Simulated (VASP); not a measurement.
Band structure of CsCaF3 (space group Pm-3m). Method: r2SCAN meta-GGA with spin-orbit coupling, VASP's PBE PAW potentials (set 64) (plane waves; VASP).

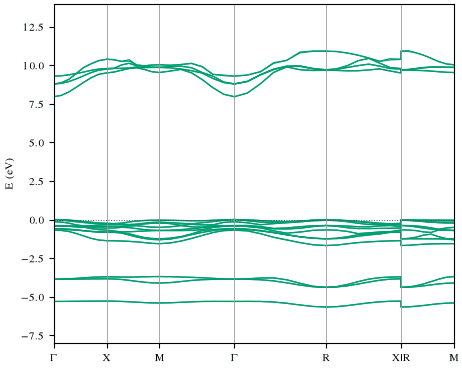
Figure. Bands along high-symmetry lines, zero at the valence-band maximum or, without a gap, the Fermi level

Problem. Read the plot: is there a gap, and where are the band edges?

Solution. The gap is direct, 7.95 eV, from the valence maximum at Γ to the conduction minimum at Γ.

The structure comes from a computed database's CsCaF3 entry (Pm-3m); how it stands against other phases isn't given here. It was relaxed first.
